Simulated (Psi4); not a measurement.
**Energy and gradient calculation of AlH2OF**

The run: energy and gradient calculation of AlH2OF, SMILES [OH][AlH][F]. Method and program: PBE/6-311+G**, RKS (Psi4 1.11).

The geometry comes from this level: GFN2-xTB.

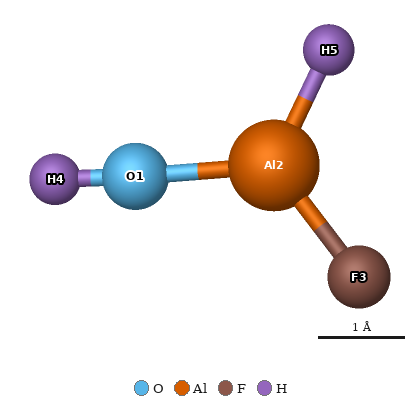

Figure 1. The input geometry (ball-and-stick view, seen on its broad side; atoms are numbered from 1 in the order of the input). Sticks mark near contacts. Bond lengths as drawn: Al–F 1.65 Å, Al–H 1.49 Å, Al–O 1.63 Å and H–O 0.95 Å.

Summary

```csv
quantity,value
outcome,converged
total energy,−418.560658 hartree
basis functions,86
largest force,1.355 eV/Å
HOMO,−7.72 eV
LUMO,−1.20 eV
dipole moment,2.28 D
hardware,"1 thread of Intel Xeon (Sapphire Rapids), 64 GiB of memory available, shared host"
wall time,18 s
peak memory,0.85 GiB
```

Input (run.py)
```python
import psi4

psi4.set_memory(1600000000)
psi4.set_num_threads(1)
psi4.set_output_file('run.log', False)

with open('alfh2o.xyz') as f:
    atoms = ''.join(f.readlines()[2:])
m = psi4.geometry('0 1\n' + atoms + 'symmetry c1\nno_reorient\nno_com')

psi4.set_options({
    'basis': '6-311+G**',
    'puream': True,
    'e_convergence': 1e-09,
    'd_convergence': 1e-08,
    'scf_type': 'pk',
    'dft_radial_points': 99,
    'dft_spherical_points': 590,
})

e_tot, wfn = psi4.gradient("PBE", return_wfn=True)
psi4.oeprop(wfn, "WIBERG_LOWDIN_INDICES", "DIPOLE", "MULLIKEN_CHARGES")
print('gradient / Eh bohr^-1')
print(e_tot.np.round(6))
print(f'energy = {wfn.energy():.10f} Eh')
```

File alfh2o.xyz
```
5
AlFH2O
O     -1.021720     0.325810    -0.327270
Al     0.472970    -0.139110     0.144100
F      0.778780    -1.566900     0.912060
H     -1.871140     0.628670    -0.614330
H      1.641100     0.751530    -0.114560
```

Launch command:
```bash
python run.py
```

Output
```
:17:57:57,18 INFO     [psi4.driver.driver:647] Return gradient(): -418.56065841158147
:17:57:57,19 INFO     [psi4.driver.driver:648] [[ 0.01736003 -0.00415971  0.00488966]
 [-0.00361041  0.00047468 -0.00090449]
 [-0.00193907  0.02056508 -0.01061224]
 [ 0.00938096 -0.00181061  0.00241504]
 [-0.02122155 -0.01503497  0.00418891]]

    h
    h
    h

    -----------------------------------------------------------------------

    Memory:     1.5 GiB
    Threads:    1
                ecpint, einsums, f̶o̶r̶t̶e̶, gauxc, gcp, g̶d̶m̶a̶, geometric, g̶p̶u̶_̶d̶f̶c̶c̶,
                i̶n̶t̶e̶g̶r̶a̶t̶o̶r̶x̶x̶, i̶p̶i̶, libefp, m̶d̶i̶, m̶p̶2̶d̶, m̶r̶c̶c̶, ooo,
                o̶p̶e̶n̶f̶e̶r̶m̶i̶o̶n̶p̶s̶i̶4̶, pcmsolver, p̶s̶i̶4̶f̶o̶c̶k̶c̶i̶, p̶s̶i̶x̶a̶s̶,
                p̶y̶e̶i̶n̶s̶u̶m̶s̶, r̶e̶s̶p̶, s̶i̶m̶i̶n̶t̶, s̶n̶s̶m̶p̶2̶,
                v̶2̶r̶d̶m̶_̶c̶a̶s̶s̶c̶f̶

gradient() will perform analytic gradient computation.

   => Loading Basis Set <=

    Name: 6-311+G**
    Role: ORBITAL
    Keyword: BASIS

         ---------------------------------------------------------
                                   SCF
                              RKS Reference
                        1 Threads,   1525 MiB Core
         ---------------------------------------------------------

  ==> Geometry <==

    Molecular point group: c1
    Full point group: C1

    Geometry (in Angstrom), charge = 0, multiplicity = 1:

       Center              X                  Y                   Z               Mass
    ------------   -----------------  -----------------  -----------------  -----------------
         O           -1.021720000000     0.325810000000    -0.327270000000    15.994914619570
         AL           0.472970000000    -0.139110000000     0.144100000000    26.981538530000
         F            0.778780000000    -1.566900000000     0.912060000000    18.998403162730
         H           -1.871140000000     0.628670000000    -0.614330000000     1.007825032230
         H            1.641100000000     0.751530000000    -0.114560000000     1.007825032230

  Running in c1 symmetry.

  Rotational constants: A =      1.11925  B =      0.17983  C =      0.15494 [cm^-1]
  Rotational constants: A =  33554.40802  B =   5391.29409  C =   4644.97496 [MHz]
  Nuclear repulsion =  100.879089140493420

  Charge       = 0
  Multiplicity = 1
  Electrons    = 32
  Nalpha       = 16
  Nbeta        = 16

  ==> Algorithm <==

  SCF Algorithm Type is PK.
  DIIS enabled.
  MOM disabled.
  Fractional occupation disabled.
  Guess Type is SAD.
  Energy threshold   = 1.00e-09
  Density threshold  = 1.00e-08
  Integral threshold = 1.00e-12

  ==> Primary Basis <==

  Basis Set: 6-311+G**
    Blend: 6-311+G**
    Number of shells: 42
    Number of basis functions: 86
    Number of Cartesian functions: 89
    Spherical Harmonics?: true
    Max angular momentum: 2

  ==> DFT Potential <==

   => LibXC <=

    Version 7.1.2

   => Composite Functional: PBE <=

    PBE GGA Exchange-Correlation Functional

    Deriv               =              1
    GGA                 =           TRUE
    Meta                =          FALSE

    Exchange Hybrid     =          FALSE
    MP2 Hybrid          =          FALSE

   => Exchange Functionals <=

    1.0000     XC_GGA_X_PBE

   => Correlation Functionals <=

    1.0000     XC_GGA_C_PBE

   => LibXC Density Thresholds  <==

    XC_GGA_C_PBE:  1.00E-12
    XC_GGA_X_PBE:  1.00E-15

   => Molecular Quadrature <=

    Radial Scheme          =       TREUTLER
    Pruning Scheme         =           NONE
    Nuclear Scheme         =       TREUTLER

    Blocking Scheme        =         OCTREE
    BS radius alpha        =              1
    Pruning alpha          =              1
    Radial Points          =             99
    Spherical Points       =            590
    Total Points           =         282841
    Total Blocks           =           2126
    Max Points             =            256
    Max Functions          =             86
    Weights Tolerance      =       1.00E-15

  ==> Integral Setup <==

  Using in-core PK algorithm.
   Calculation information:
      Number of atoms:                   5
      Number of AO shells:              42
      Number of primitives:             75
      Number of atomic orbitals:        89
      Number of basis functions:        86

      Integral cutoff                 1.00e-12
      Number of threads:                 1

  Performing in-core PK
  Using 13998822 doubles for integral storage.
  We computed 360465 shell quartets total.
  Whereas there are 408156 unique shell quartets.

  ==> DiskJK: Disk-Based J/K Matrices <==

    J tasked:                  Yes
    K tasked:                   No
    wK tasked:                  No
    Memory [MiB]:              617
    Schwarz Cutoff:          1E-12

  Cached 100.0% of DFT collocation blocks in 0.514 [GiB].

  Minimum eigenvalue in the overlap matrix is 9.0899989023E-04.
  Reciprocal condition number of the overlap matrix is 1.4937523451E-04.
    Using symmetric orthogonalization.

  ==> Pre-Iterations <==

  SCF Guess: Superposition of Atomic Densities via on-the-fly atomic UHF (no occupation information).

   -------------------------
    Irrep   Nso     Nmo
   -------------------------
     A         86      86
   -------------------------
    Total      86      86
   -------------------------

  ==> Iterations <==

                        Total Energy        Delta E     RMS |[F,P]|

   @RKS iter SAD:  -417.92219791287255   -4.17922e+02   0.00000e+00
   @RKS iter   1:  -418.16286128299328   -2.40663e-01   1.26315e-02 DIIS/ADIIS
   @RKS iter   2:  -415.69209681691319    2.47076e+00   2.82546e-02 DIIS/ADIIS
   @RKS iter   3:  -418.53633517594415   -2.84424e+00   2.84341e-03 DIIS/ADIIS
   @RKS iter   4:  -418.53495491819479    1.38026e-03   3.31547e-03 DIIS/ADIIS
   @RKS iter   5:  -418.56000438307399   -2.50495e-02   4.77758e-04 DIIS/ADIIS
   @RKS iter   6:  -418.56061736847232   -6.12985e-04   1.16514e-04 DIIS/ADIIS
   @RKS iter   7:  -418.56065732972547   -3.99613e-05   2.01739e-05 DIIS
   @RKS iter   8:  -418.56065835086878   -1.02114e-06   4.10010e-06 DIIS
   @RKS iter   9:  -418.56065840868064   -5.78119e-08   9.56095e-07 DIIS
   @RKS iter  10:  -418.56065841151673   -2.83609e-09   1.53785e-07 DIIS
   @RKS iter  11:  -418.56065841158102   -6.42899e-11   1.62517e-08 DIIS
   @RKS iter  12:  -418.56065841158147   -4.54747e-13   1.49750e-09 DIIS
  Energy and wave function converged.

  ==> Post-Iterations <==

   Electrons on quadrature grid:
      Ntotal   =   32.0000012046 ; deviation = 1.205e-06

    Orbital Energies [Eh]
    ---------------------

    Doubly Occupied:

       1A    -55.381254     2A    -24.213486     3A    -18.744397
       4A     -3.946654     5A     -2.553366     6A     -2.547891
       7A     -2.545380     8A     -1.044355     9A     -0.905974
      10A     -0.506651    11A     -0.395514    12A     -0.352248
      13A     -0.350047    14A     -0.312605    15A     -0.300399
      16A     -0.283872

    Virtual:

      17A     -0.044004    18A     -0.042551    19A     -0.000560
      20A      0.021283    21A      0.045651    22A      0.047742
      23A      0.069889    24A      0.091155    25A      0.130677
      26A      0.156625    27A      0.170972    28A      0.200467
      29A      0.201749    30A      0.204793    31A      0.226935
      32A      0.252899    33A      0.264692    34A      0.275087
      35A      0.309368    36A      0.371193    37A      0.400962
      38A      0.420958    39A      0.456852    40A      0.468044
      41A      0.517434    42A      0.682756    43A      0.732139
      44A      0.735125    45A      0.773535    46A      0.826189
      47A      0.908115    48A      0.975775    49A      0.996360
      50A      1.183857    51A      1.258289    52A      1.266501
      53A      1.321654    54A      1.394775    55A      1.416361
      56A      1.417615    57A      1.507702    58A      1.598794
      59A      1.881475    60A      1.975840    61A      2.066656
      62A      2.534703    63A      2.711441    64A      2.721866
      65A      2.734426    66A      3.031487    67A      3.075270
      68A      3.689152    69A      3.698010    70A      3.713733
      71A      3.743042    72A      3.841481    73A      3.992639
      74A      4.377377    75A      4.831827    76A      4.861639
      77A      5.426824    78A      6.171726    79A      6.213550
      80A      6.230155    81A      7.803061    82A      8.127152
      83A      8.334647    84A     49.535951    85A     66.349849
      86A    119.799532

    Final Occupation by Irrep:
              A
    DOCC [    16 ]
    NA   [    16 ]
    NB   [    16 ]

  @RKS Final Energy:  -418.56065841158147

   => Energetics <=

    Nuclear Repulsion Energy =            100.8790891404934200
    One-Electron Energy =                -782.8909261003675510
    Two-Electron Energy =                 301.7167853034987957
    DFT Exchange-Correlation Energy =     -38.2656067552061572
    Empirical Dispersion Energy =           0.0000000000000000
    VV10 Nonlocal Energy =                  0.0000000000000000
    Total Energy =                       -418.5606584115814712

Computation Completed

Properties will be evaluated at   0.000000,   0.000000,   0.000000 [a0]

Properties computed using the SCF density matrix

 Multipole Moments:

 ------------------------------------------------------------------------------------
     Multipole            Electronic (a.u.)      Nuclear  (a.u.)        Total (a.u.)
 ------------------------------------------------------------------------------------

 L = 1.  Multiply by 2.5417464519 to convert [e a0] to [Debye]
 Dipole X            :         -9.5093825            8.9834367           -0.5259458
 Dipole Y            :         23.1444471          -22.5328109            0.6116363
 Dipole Z            :        -13.1213968           12.7269086           -0.3944882
 Magnitude           :                                                    0.8979637

 ------------------------------------------------------------------------------------

	total time  =         12 seconds =       0.20 minutes

         ------------------------------------------------------------
                                   SCF GRAD
         ------------------------------------------------------------

  ==> Geometry <==

    Molecular point group: c1
    Full point group: C1

    Geometry (in Angstrom), charge = 0, multiplicity = 1:

       Center              X                  Y                   Z               Mass
    ------------   -----------------  -----------------  -----------------  -----------------
         O           -1.021720000000     0.325810000000    -0.327270000000    15.994914619570
         AL           0.472970000000    -0.139110000000     0.144100000000    26.981538530000
         F            0.778780000000    -1.566900000000     0.912060000000    18.998403162730
         H           -1.871140000000     0.628670000000    -0.614330000000     1.007825032230
         H            1.641100000000     0.751530000000    -0.114560000000     1.007825032230

  Nuclear repulsion =  100.879089140493420

  ==> Basis Set <==

  Basis Set: 6-311+G**
    Blend: 6-311+G**
    Number of shells: 42
    Number of basis functions: 86
    Number of Cartesian functions: 89
    Spherical Harmonics?: true
    Max angular momentum: 2

  ==> DirectJKGrad: Integral-Direct SCF Gradients <==

    Gradient:                    1
    J tasked:                  Yes
    K tasked:                   No
    wK tasked:                  No
    Integrals threads:           1
    Schwarz Cutoff:          1E-12

  ==> DFT Potential <==

   => LibXC <=

    Version 7.1.2

   => Composite Functional: PBE <=

    PBE GGA Exchange-Correlation Functional

    Deriv               =              1
    GGA                 =           TRUE
    Meta                =          FALSE

    Exchange Hybrid     =          FALSE
    MP2 Hybrid          =          FALSE

   => Exchange Functionals <=

    1.0000     XC_GGA_X_PBE

   => Correlation Functionals <=

    1.0000     XC_GGA_C_PBE

   => LibXC Density Thresholds  <==

    XC_GGA_C_PBE:  1.00E-12
    XC_GGA_X_PBE:  1.00E-15

   => Molecular Quadrature <=

    Radial Scheme          =       TREUTLER
    Pruning Scheme         =           NONE
    Nuclear Scheme         =       TREUTLER

    Blocking Scheme        =         OCTREE
    BS radius alpha        =              1
    Pruning alpha          =              1
    Radial Points          =             99
    Spherical Points       =            590
    Total Points           =         282841
    Total Blocks           =           2126
    Max Points             =            256
    Max Functions          =             86
    Weights Tolerance      =       1.00E-15

  -Total Gradient:
     Atom            X                  Y                   Z
    ------   -----------------  -----------------  -----------------
       1        0.017360030362    -0.004159710667     0.004889664693
       2       -0.003610405960     0.000474675445    -0.000904490372
       3       -0.001939072120     0.020565082618    -0.010612236520
       4        0.009380963108    -0.001810607416     0.002415036362
       5       -0.021221547766    -0.015034965834     0.004188905150

	total time  =          4 seconds =       0.07 minutes

Properties will be evaluated at   0.000000,   0.000000,   0.000000 [a0]
OEProp: No title given, name of density matrix used for the following properties is 'SCF density'

 Multipole Moments:

 ------------------------------------------------------------------------------------
     Multipole            Electronic (a.u.)      Nuclear  (a.u.)        Total (a.u.)
 ------------------------------------------------------------------------------------

 L = 1.  Multiply by 2.5417464519 to convert [e a0] to [Debye]
 Dipole X            :         -9.5093825            8.9834367           -0.5259458
 Dipole Y            :         23.1444471          -22.5328109            0.6116363
 Dipole Z            :        -13.1213968           12.7269086           -0.3944882
 Magnitude           :                                                    0.8979637

 ------------------------------------------------------------------------------------
  Mulliken Charges: (a.u.)
   Center  Symbol    Alpha    Beta     Spin     Total
       1     O     4.22070  4.22070  0.00000 -0.44139
       2    AL     6.22942  6.22942  0.00000  0.54116
       3     F     4.65908  4.65908  0.00000 -0.31817
       4     H     0.32125  0.32125  0.00000  0.35749
       5     H     0.56955  0.56955  0.00000 -0.13909

   Total alpha = 16.00000, Total beta = 16.00000, Total charge =  0.00000

  Wiberg Bond Indices using Orthogonal Lowdin Orbitals:

  Irrep: 1 Size: 5 x 5

                 1                   2                   3                   4                   5

    1     0.00000000000000     1.37914571566416     0.07075689553869     1.13873289960773     0.07013569778230
    2     1.37914571566416     0.00000000000000     1.22150111735933     0.06145430969850     0.87503021087196
    3     0.07075689553869     1.22150111735933     0.00000000000000     0.00385072524484     0.05834486439188
    4     1.13873289960773     0.06145430969850     0.00385072524484     0.00000000000000     0.00852493912952
    5     0.07013569778230     0.87503021087196     0.05834486439188     0.00852493912952     0.00000000000000

  Atomic Valences:

 #  #
 Irrep: 1
      1:    2.658771208592884
      2:    3.537131353593955
      3:    1.354453602534737
      4:    1.212562873680585
      5:    1.012035712175660
```

Standard output
```
gradient / Eh bohr^-1
[[ 0.01736  -0.00416   0.00489 ]
 [-0.00361   0.000475 -0.000904]
 [-0.001939  0.020565 -0.010612]
 [ 0.009381 -0.001811  0.002415]
 [-0.021222 -0.015035  0.004189]]
energy = -418.5606584116 Eh
```

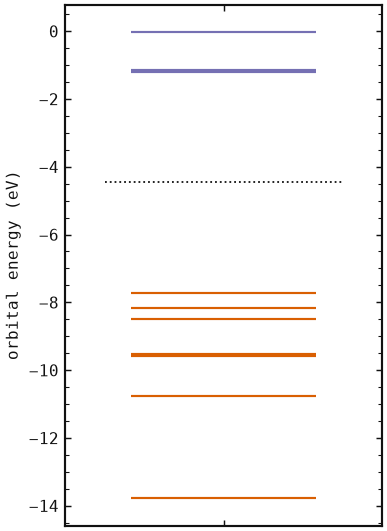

Figure 2. Orbital energies near the frontier; the dotted line parts filled from empty levels, and levels within 0.02 eV of each other stand side by side. Highest filled −7.72 eV, lowest empty −1.20 eV, 6.52 eV apart.

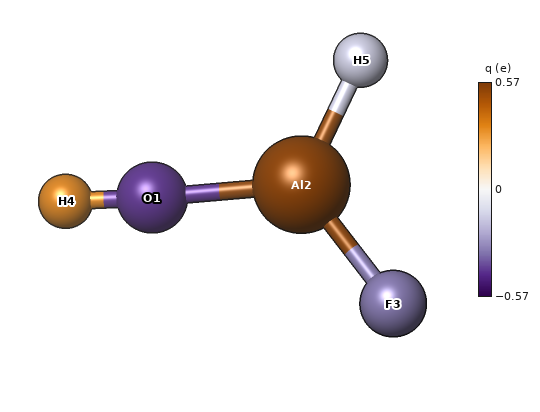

Figure 3. Mulliken charges, as the colour of each atom (ball-and-stick view, seen at a tilt; atoms are numbered from 1 in the order of the input). By element: O −0.44, Al +0.54, F −0.32 and H −0.14 to +0.36 e.
